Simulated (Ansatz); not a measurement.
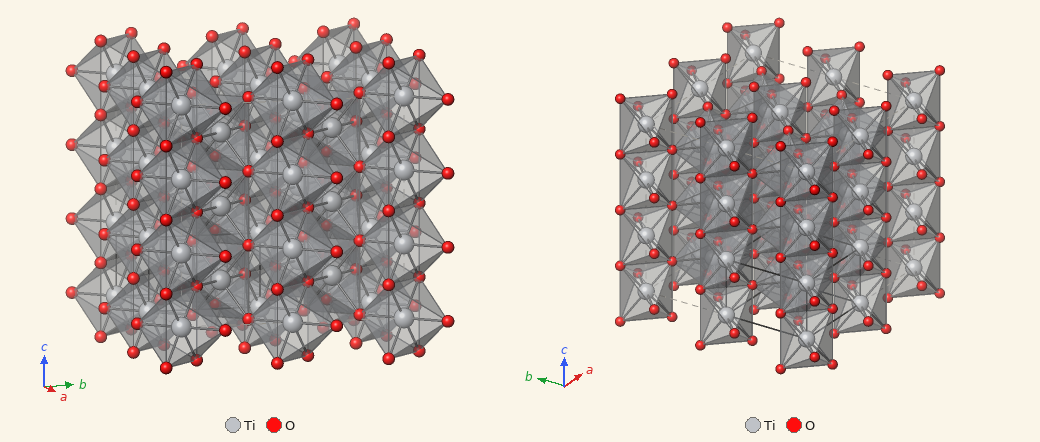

Polyhedra are drawn about Ti (bonds: O–Ti below 2.2 Å); other atoms are plain spheres. Two views of the same piece.

TiO2 (space group P4_2/mnm, No. 136). Coordinates: a calculation's input that goes back to an entry of the Crystallography Open Database (an earlier step may have relaxed or displaced it).

> What figure surrounds each Ti atom, and what does it share with the other drawn polyhedra?

Ti: TiO6 octahedron, sharing corners with eight neighbours and edges with two neighbours.

> What is the connectivity of the polyhedra: isolated, groups, chains, layers or framework?

They form a three-dimensional framework of corner- and edge-sharing octahedra.

> How far apart are the centres of linked polyhedra?

Centre to centre across a shared corner: 3.57 Å; across a shared edge: 2.96 Å.
